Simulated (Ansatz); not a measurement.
Profile along the Zr–O line in ZrO2 (tetragonal-ZrO2 type, space group P4_2/nmc)

ZrO2 (tetragonal-ZrO2 type, space group P4_2/nmc)

```xyz
6
Lattice="3.6013 0.0000 0.0000 0.0000 3.6013 0.0000 0.0000 0.0000 5.2280" Properties=species:S:1:pos:R:3 pbc="T T T"
Zr     0.0000     0.0000     0.0000
Zr     1.8007     1.8007     2.6140
O      0.0000     1.8007     1.0289
O      0.0000     1.8007     3.6429
O      1.8007     0.0000     1.5852
O      1.8007     0.0000     4.1992
```

Fields along a shortest Zr–O line of a (010) plane (2.07 Å), from Zr to O, interpolated on the slice's grid (step about 0.2 Å). All values below come from r2SCAN (plane waves to 500 eV, PAW, scalar-relativistic; Ansatz, an electronic-structure program). k mesh 9×9×7. Near the nuclei the fields are pseudised (PAW); where an atom keeps semicore shells as valence, they peak there. This is a high-temperature form of ZrO2. ZrO2 is run without spin polarisation. ZrO2 was relaxed with its symmetry unable to fall.

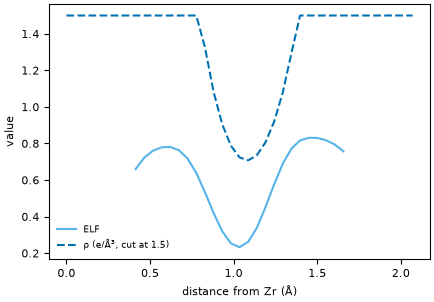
Figure: ELF (away from the nuclei) and valence density from Zr to O.

Density on the Zr–O line (2.07 Å) at its density minimum, 1.1 Å from Zr: 0.71 e/Å³. ELF at that point: 0.3. Element round which the density of the highest valence band (whole band, smooth part) is largest on this plane: O.
